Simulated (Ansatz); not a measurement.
Base system: CsPbBr3 in the cubic perovskite structure (space group Pm-3m, No. 221; a = 5.7702 Å). Axes: x, y, z lie along the cube axes.

It is then changed as follows: biaxial strain +1.00 %, plane normal [111], relaxed out of plane (Cartesian); in-plane vectors clamped, the third vector and the atoms free.

Computed with LDA in Ansatz (plane waves to 420 eV, PAW, no SOC).

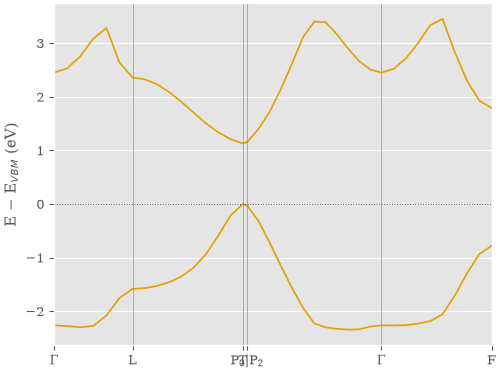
Figure: Highest valence and lowest conduction band along the path of the changed cell's own zone

The gap is 1.13 eV, direct at T; the base has 1.17 eV.

Spin-orbit coupling, missing from the scalar runs, can matter with Pb. Whether these cells are dynamically stable was not tested. Many cubic perovskites are stable only at high temperature; tilts and polar distortions were not tested. This is not the structure that CsPbBr3 has at room temperature and ambient pressure. Labels are those of the standard path for the cell's own space group.

Ansatz is an electronic-structure program.
